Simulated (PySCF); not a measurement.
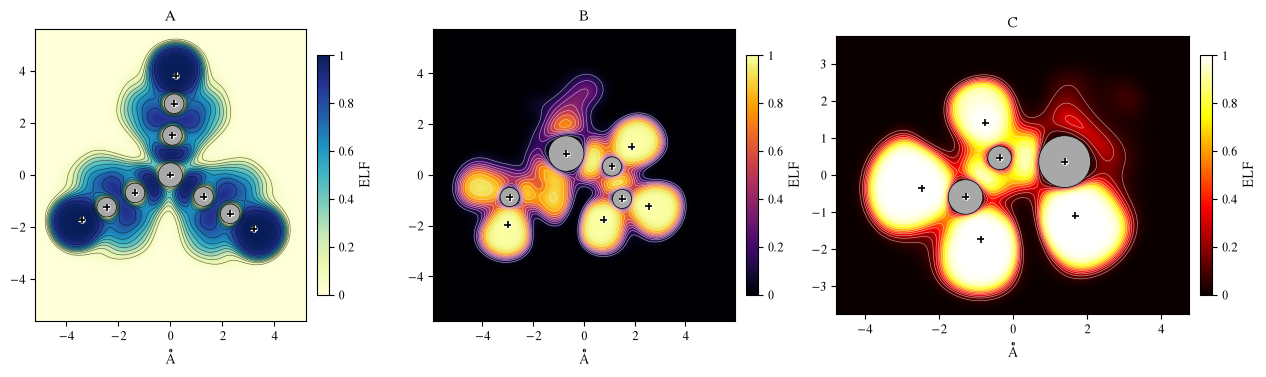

The ELF of 3 systems, each on a plane through atoms (crosses mark nuclei in the plane; grey discs cover the cores).

Level of theory: PBE0/pcSseg-1, SCF density, gas phase, non-relativistic in PySCF.

System 1: C6H3B, the molecular plane. Geometry: PBE0-D3(BJ)/def2-SVP.

```xyz
10

B     0.0099   -0.0074    0.0003
C     1.5329   -0.0139   -0.0178
C     2.7514   -0.0185   -0.0319
H     3.8268   -0.0234   -0.0445
C    -0.7452    1.3154   -0.0015
C    -1.3478    2.3747   -0.0028
H    -1.8792    3.3099   -0.0039
C    -0.7554   -1.3241    0.0203
C    -1.3655   -2.3790    0.0360
H    -1.9034   -3.3104    0.0502
```

System 2: C8H15NSi (Si(vinyl)3(NMe2)), the plane of atoms Si1, C2 and C3. Geometry: PBE0-D3(BJ)/def2-SVP.

```xyz
25

Si    0.0668    0.4243    0.0456
C     0.1404    0.6769    1.9023
C    -0.6278   -0.0024    2.7621
H     0.8070    1.4503    2.3077
H    -1.3188   -0.7779    2.4112
H    -0.6084    0.1832    3.8423
C     1.8100    0.4802   -0.6445
C     2.9216    0.4442    0.1010
H     1.9323    0.4719   -1.7373
H     2.8811    0.4342    1.1966
H     3.9249    0.4193   -0.3402
C    -0.9588    1.7817   -0.7349
C    -0.4644    2.7179   -1.5531
H    -2.0236    1.8401   -0.4691
H     0.5921    2.7270   -1.8452
H    -1.0835    3.5239   -1.9637
N    -0.7118   -1.1021   -0.2795
C    -1.6579   -1.3099   -1.3438
C    -0.1120   -2.3204    0.2045
H    -1.2093   -1.8297   -2.2156
H    -2.0608   -0.3529   -1.7047
H    -2.5122   -1.9275   -1.0050
H     0.6056   -2.1096    1.0116
H    -0.8755   -3.0101    0.6131
H     0.4329   -2.8690   -0.5909
```

System 3: BH7N2Si (SMILES BN[SiH2]N), the plane of atoms N2, B1 and H5. Geometry: PBE0-D3(BJ)/def2-SVP.

```xyz
11

B     2.0433    0.1412   -0.4860
N     0.8763    0.2348    0.2834
Si   -0.6479   -0.6072    0.0284
N    -1.9384    0.5332    0.0470
H     3.0207    0.7858   -0.1752
H     2.0570   -0.5828   -1.4566
H     0.8991    0.8662    1.0807
H    -0.9549   -1.5446    1.1504
H    -0.4423   -1.3716   -1.2362
H    -2.8241    0.2953    0.4761
H    -2.0523    1.2228   -0.6866
```

> Match each panel to its system.

Panel A is system 1, C6H3B: the plane holds B, C and H. C–C (1.22 Å): the ELF peaks at about 0.85 between the atoms (a multiple bond). Panel B is system 2, C8H15NSi: the plane holds Si, C and H. C–C (1.34 Å): the ELF peaks at about 0.90 between the atoms (a short, multiple covalent bond). Panel C is system 3, BH7N2Si: the plane holds B, N, Si and H. B–N (1.40 Å): the ELF peaks at about 0.90 between the atoms: a polar covalent bond.
